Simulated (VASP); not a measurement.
Band structure of Pd (fcc). Method: r2SCAN meta-GGA, VASP's PBE PAW potentials (set 64) (plane waves; VASP).

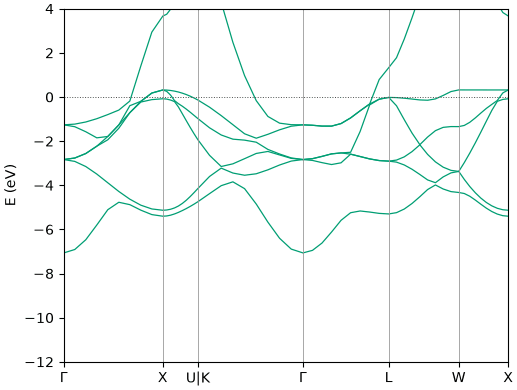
*Bands along high-symmetry lines, zero at the valence-band maximum or, without a gap, the Fermi level*

### Question
Read the plot: is there a gap, and where are the band edges?

### Answer
It has no gap at this level: it comes out as a metal or semimetal.

The compound is Pd in the fcc structure. It was relaxed first.
